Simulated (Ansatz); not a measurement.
CO2: several calculations on one system

**1. Relaxation**

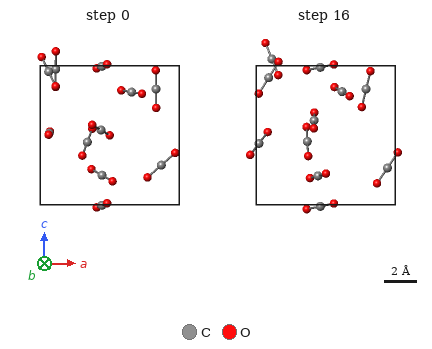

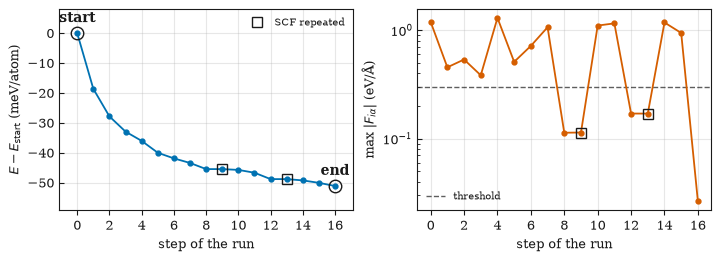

First and last geometry of a relaxation of an amorphous cell of composition CO2, with the history of the run. Style: ball-and-stick. Shown: the cell of the calculation (origin shifted), along the b axis.

The cell holds 10 CO2. The run prepares the start of a later molecular dynamics calculation, from a guessed geometry.

The calculation used Ansatz, DFT PBE-D3(BJ), scalar-relativistic, plane waves, PAW. Settings: plane-wave cutoff 420 eV; k-point mesh 1 × 1 × 1; occupations fermi dirac; smearing width 0.02 eV; no spin polarisation; atoms relaxed in a fixed cell; force threshold 0.3 eV/Å; at most 15 steps.

### What do the curves and the structures tell?

It converged. Over 14 accepted moves (16 points after the start) the energy falls by 51.1 meV per atom. Largest force component: 1.2 eV/Å at the start, 0.026 eV/Å at the end. 2 steps only repeated the SCF at the same geometry. The forces were under the threshold at step 8, but the run went on from there. The atom that moves furthest is an O atom (1.81 Å along [−1 1 2]). Largest moves by element: O 1.81 Å, C 1.00 Å. The cell doesn't change. Among the contacts that change: C–O 1.179 → 1.170 Å. Cost: 46 s on 1 thread of Intel(R) Xeon(R) 6975P-C (Granite Rapids), on a shared host, peak memory 0.63 GiB.

Limits of the set-up: the program's low-accuracy preset was used.

**2. Dynamics**

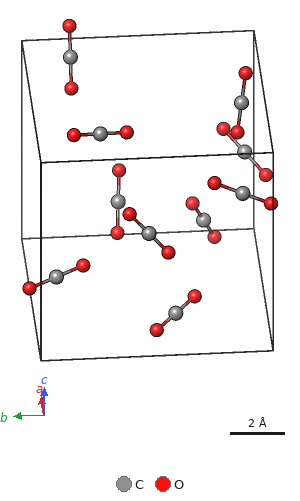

Starting frame of a dynamics run of a periodic cell with 10 CO2 at 1.107 g/cm³. A ball-and-stick model of the simulation cell, seen from a free direction.

All numbers below come from DFT PBE-D3(BJ), scalar-relativistic, plane waves, PAW in Ansatz 0.2.0.

Input
```yaml
accuracy: low
crystal:
  lattice:
    - [8.706588, 0.0, 0.0]
    - [0.0, 8.706588, 0.0]
    - [0.0, 0.0, 8.706588]
  atoms:
    - { symbol: C, position: [0.92692161, 0.22276071, 0.09970127] }
    - { symbol: O, position: [0.88104001, 0.27427821, 0.21494245] }
    - { symbol: O, position: [0.97311596, 0.17206714, -0.01586447] }
    - { symbol: C, position: [0.18191966, 0.51934489, 0.50655669] }
    - { symbol: O, position: [0.17640294, 0.60326012, 0.61132571] }
    - { symbol: O, position: [0.18823635, 0.43549972, 0.4016617] }
    - { symbol: C, position: [0.60453219, 0.08616567, 0.88369162] }
    - { symbol: O, position: [0.63599668, 0.06550542, 1.01266175] }
    - { symbol: O, position: [0.57400868, 0.1062533, 0.75440355] }
    - { symbol: C, position: [0.83394501, 0.05342918, 0.49257551] }
    - { symbol: O, position: [0.77112242, -0.0326099, 0.41066843] }
    - { symbol: O, position: [0.89684821, 0.13933428, 0.57457436] }
    - { symbol: C, position: [0.25849289, 0.91206325, 0.25956981] }
    - { symbol: O, position: [0.20097841, 1.03246105, 0.24352663] }
    - { symbol: O, position: [0.316201, 0.79185747, 0.27604732] }
    - { symbol: C, position: [0.43144405, 0.70841196, 0.86504374] }
    - { symbol: O, position: [0.48635984, 0.590216, 0.8327593] }
    - { symbol: O, position: [0.37712433, 0.82693003, 0.89802679] }
    - { symbol: C, position: [0.75813959, 0.60465491, 0.31644926] }
    - { symbol: O, position: [0.83269161, 0.59486411, 0.42772169] }
    - { symbol: O, position: [0.6830982, 0.61419714, 0.20523701] }
    - { symbol: C, position: [0.27562364, 0.39651649, 0.03993553] }
    - { symbol: O, position: [0.17766338, 0.48645535, 0.01963105] }
    - { symbol: O, position: [0.373311, 0.30682196, 0.06059701] }
    - { symbol: C, position: [0.90404662, 0.79823774, -0.0345673] }
    - { symbol: O, position: [0.97472439, 0.79662745, 0.07961596] }
    - { symbol: O, position: [0.83299112, 0.80023614, -0.14862044] }
    - { symbol: C, position: [0.23064752, 0.11140065, 0.65795205] }
    - { symbol: O, position: [0.23271186, 0.23295589, 0.71503705] }
    - { symbol: O, position: [0.22902233, -0.01033744, 0.60111358] }
basis:
  ecutwfc: 420.0
kpoints:
  mp_grid: { grid: [1, 1, 1] }
hamiltonian:
  xc: pbe
  dispersion: d3bj
scf:
  occupations: { method: fermi_dirac, width: 0.02 }
  lower_state_search: "off"
md:
  timestep: 1
  n_steps: 160
  ensemble: nvt_langevin
  temperature: 300.0
  initial_velocities: maxwell_boltzmann
  seed: 816744
  friction: 0.02
```

Command:
```bash
ansatz run input.yaml --threads 1 --pin off --max-ram 3072MiB --backend cpu --events-out ev --progress --plain --runs-dir out
```

Predict how the run goes.

Answer. The mean temperature in the second half is 310 K (standard deviation 30 K). The potential energy is still drifting at the end, so the run hasn't reached equilibrium. The potential energy in the second half lies on average 27.3 meV per atom above the first frame. Root-mean-square distances from the starting positions over the second half, with the common drift of all atoms taken out: O 0.39 Å, C 0.32 Å. The heavy atoms stay within a fraction of a molecule's size of their starting places; so short a run doesn't tell a liquid from a solid.

Along the run (each row but the first and the last is the mean over the interval that it begins):

```csv
time (fs),potential energy (meV/atom),T (K)
0.0,0.0,290
20.0,13.8,215
40.0,14.9,218
60.0,18.4,243
80.0,20.4,278
100.0,24.6,323
120.0,31.1,310
140.0,32.5,331
160.0,41.0,296
```

The paths of the atoms:

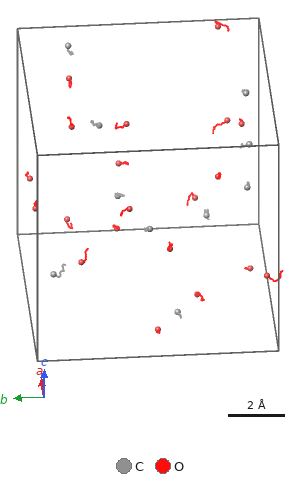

Limits of the set-up: the program's low-accuracy preset was used.

**3. Energy conservation**

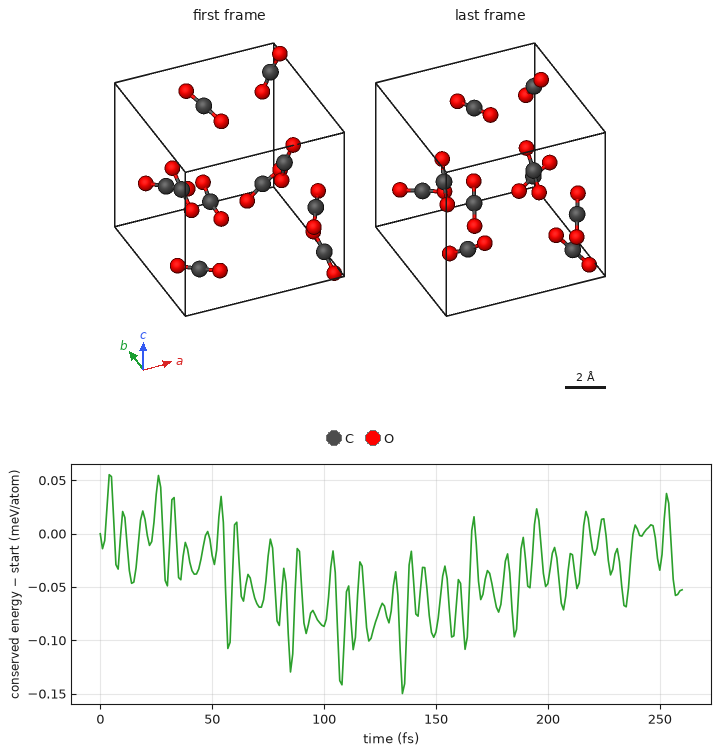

Molecular dynamics of a periodic cell with 10 CO2 at 1.107 g/cm³, 260 fs long. It starts from the last geometry of an earlier run, with fresh velocities. Style: ball-and-stick. Shown: the simulation cell, from a free direction.

The calculation used Ansatz 0.2.0, DFT PBE-D3(BJ), scalar-relativistic, plane waves, PAW. Settings: plane-wave cutoff 420 eV; k-point mesh 1 × 1 × 1; Fermi-Dirac smearing 0.02 eV; low-accuracy preset; Nosé-Hoover thermostat (NVT); set temperature 300 K; time step 1 fs; thermostat time 50.0 fs.

Q: Is this trajectory numerically sound?

A: The conserved quantity stays between −0.15 and 0.055 meV per atom of its start. A straight-line fit has a slope that amounts to −0.0063 meV per atom over 260 fs (under 0.1 % of the mean kinetic energy), and the ripple about it is 0.7 % of the kinetic energy's fluctuation. With a drift under 2 % and a ripple under 7 %, the integration is accurate. The mean temperature in the second half is 281 K (standard deviation 43 K). The potential energy in the second half lies on average 9.1 meV per atom below the first frame.

Limits of the set-up: the program's low-accuracy preset was used.

The run took 9.7 min on 1 thread of Intel(R) Xeon(R) 6975P-C (Granite Rapids), with other jobs on the host, peak memory 0.65 GiB.
